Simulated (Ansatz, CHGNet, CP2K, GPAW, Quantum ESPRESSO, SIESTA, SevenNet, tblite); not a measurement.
**Other levels on random packing of B86H14 (at. %) (90 atoms)**

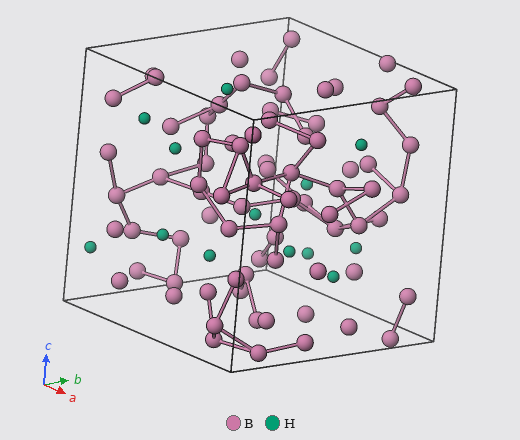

The cell (boron pink, hydrogen teal). Bonds to atoms that aren't drawn are left out. Some periodic images of atoms are drawn too.

Density of this cell: 1.99 g/cm³. The cell holds 90 atoms: 77 B and 13 H. Its edges and angles: a = 8.907 Å, b = 8.907 Å, c = 8.907 Å, α = 90.0°, β = 90.0°, γ = 90.0°. 90 atoms (77 B, 13 H) packed at random in a cube at 1.99 g/cm³ and pushed apart as soft spheres; a start for melting by ab initio MD, not an equilibrated structure. Then every atom was moved at random, 0.02 Å r.m.s. a Cartesian component (hydrogen 0.6 of that).

Geometry: as built.

The reference, a calculation:

```
method                 : Kohn-Sham DFT, PBE, SSSP efficiency 1.3.0 pseudopotentials, plane waves (Quantum ESPRESSO 7.5); sssp-pbe-1.3.0-efficiency, cutoffs 45/360 Ry, Γ point
r.m.s. force component : 1.08 eV/Å
longest force          : 4.062 eV/Å
pressure               : -14.72 GPa
time                   : 53 s on 2 MPI ranks of Arm Neoverse V1, shared host
CPU time               : 1.8 min
```

Q: Estimate the differences from the reference, the CPU time and the memory of each run.
- QE PBE, gbrv-1.5, 40/200 Ry (Quantum ESPRESSO 7.5; 2 MPI ranks)
- CHGNet r2SCAN potential (CHGNet r2SCAN; 1 thread)
- tblite GFN1-xTB (tblite 0.8.0; 1 thread)
- CP2K PBE+D3(BJ), DZVP-MOLOPT-SR, 450/50 Ry, diagonalisation (CP2K 2026.2; 4 MPI ranks)
- CP2K PBE, DZVP-MOLOPT-SR, 450/50 Ry, diagonalisation (CP2K 2026.2; 4 MPI ranks)
- CP2K PBE, DZVP-MOLOPT-SR, 450/20 Ry, diagonalisation (CP2K 2026.2; 4 MPI ranks)
- CHGNet 0.3.0 potential (CHGNet 0.3.0; 1 thread)
- GPAW PBE, LCAO dzp, h 0.2 Å (GPAW 26.7.0; 1 thread)
- GPAW PBE, LCAO szp(dzp), h 0.2 Å (GPAW 26.7.0; 1 thread)
- CP2K revPBE, PBE potentials, DZVP-MOLOPT-SR, 450/50 Ry, diagonalisation (CP2K 2026.2; 4 MPI ranks)

Differences are against the plane-wave reference, forces as r.m.s. over components; share is that over the reference's r.m.s. force, slope the least-squares factor from reference forces to these. Total energies of different programs have different zeros and aren't compared.

| run | Δ force, r.m.s. (meV/Å) | share (%) | slope | Δ pressure (GPa) | cores | CPU time | memory (GiB) |
| --- | --- | --- | --- | --- | --- | --- | --- |
| reference | - | - | - | - | 2 | 1.8 min | 1.4 |
| QE PBE, gbrv-1.5, 40/200 Ry | 3.27 | 0.303 | 1.000 | 0.0377 | 2 | 77 s | 0.73 |
| CHGNet r2SCAN potential | 813 | 75.3 | 0.989 | -3.30 | 1 | 5.6 s | 2.5 |
| tblite GFN1-xTB | 651 | 60.3 | 0.901 | 17.5 | 1 | 2.4 s | 0.11 |
| CP2K PBE+D3(BJ), DZVP-MOLOPT-SR, 450/50 Ry, diagonalisation | 146 | 13.5 | 0.966 | -0.252 | 4 | 9.4 min | 2.5 |
| CP2K PBE, DZVP-MOLOPT-SR, 450/50 Ry, diagonalisation | 30.9 | 2.87 | 1.013 | 0.175 | 4 | 9.6 min | 2.4 |
| CP2K PBE, DZVP-MOLOPT-SR, 450/20 Ry, diagonalisation (coarse) | 30.9 | 2.86 | 1.013 | 0.182 | 4 | 5.2 min | 2.4 |
| CHGNet 0.3.0 potential | 605 | 56.0 | 0.898 | 1.48 | 1 | 5.1 s | 2.5 |
| GPAW PBE, LCAO dzp, h 0.2 Å | 144 | 13.4 | 1.060 | - | 1 | 8.7 min | 0.93 |
| GPAW PBE, LCAO szp(dzp), h 0.2 Å (coarse) | 311 | 28.8 | 1.076 | - | 1 | 6.5 min | 0.88 |
| CP2K revPBE, PBE potentials, DZVP-MOLOPT-SR, 450/50 Ry, diagonalisation | 35.2 | 3.26 | 1.013 | 0.465 | 4 | 9.1 min | 2.4 |

Rows marked coarse were listed beforehand as settings not expected to be converged; some can still land near the reference.

Times of the machine-learned potentials are mostly Python's start and the loading of weights.

CPU time is summed over cores on a shared host, where runs went side by side, so it is rough. Symmetry, cutoffs, thresholds, outputs and thread counts weren't matched or tuned between programs; memory under MPI is the largest rank's times the ranks.

PBE on plane waves or a grid with other potentials, cutoffs or grids, coarse settings apart, differs from the reference by 0.30 % (QE PBE, gbrv-1.5, 40/200 Ry) of the r.m.s. force; this holds the reference's own error, so differences of a few per cent don't tell which side is nearer the exact PBE result. The PBE runs in local orbitals, coarse settings apart, differ by 2.9 % (CP2K PBE, DZVP-MOLOPT-SR, 450/50 Ry, diagonalisation) to 13 % (GPAW PBE, LCAO dzp, h 0.2 Å); basis, grid and potentials can all enter. Tight binding differs by 60 % (tblite GFN1-xTB); it is another model, with fitted parameters of its own, and the xTB methods hold dispersion. Machine-learned potentials differ by 56 % (CHGNet 0.3.0 potential) to 75 % (CHGNet r2SCAN potential); they were trained on other programs' data, some at another functional. The reference samples few k-points for this cell, and its sampling error, which other DFT runs on the same mesh share, can be part of so large a difference. Periodic xTB results under one method name differ between programs and library versions. Machine-learned potentials mimic data converged in k, so the reference's own k-point error enters their differences. The electronic-structure runs sample only Γ, in a cell whose shortest periodic width is 9 Å, which is coarse for a cell with partly filled levels.

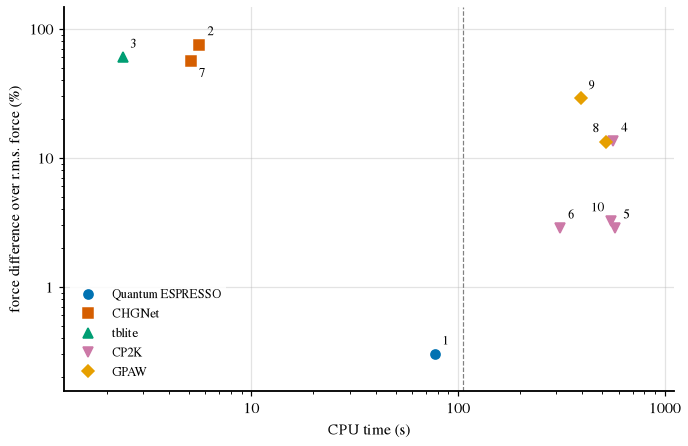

Force difference against CPU time; the dashed line marks the reference's time. Points: 1 QE PBE, gbrv-1.5, 40/200 Ry; 2 CHGNet r2SCAN potential; 3 tblite GFN1-xTB; 4 CP2K PBE+D3(BJ), DZVP-MOLOPT-SR, 450/50 Ry, diagonalisation; 5 CP2K PBE, DZVP-MOLOPT-SR, 450/50 Ry, diagonalisation; 6 CP2K PBE, DZVP-MOLOPT-SR, 450/20 Ry, diagonalisation; 7 CHGNet 0.3.0 potential; 8 GPAW PBE, LCAO dzp, h 0.2 Å; 9 GPAW PBE, LCAO szp(dzp), h 0.2 Å; 10 CP2K revPBE, PBE potentials, DZVP-MOLOPT-SR, 450/50 Ry, diagonalisation.

[Logs are printed without paths, hosts, clocks, repeated set-up lines and the standing remarks that a program may print on its own settings, such as how far it seeks lower states.]

[Hosts, paths, dates, database ids (printed as entryN), source tags and the programs' standing remarks are cut or masked in the printed files.]
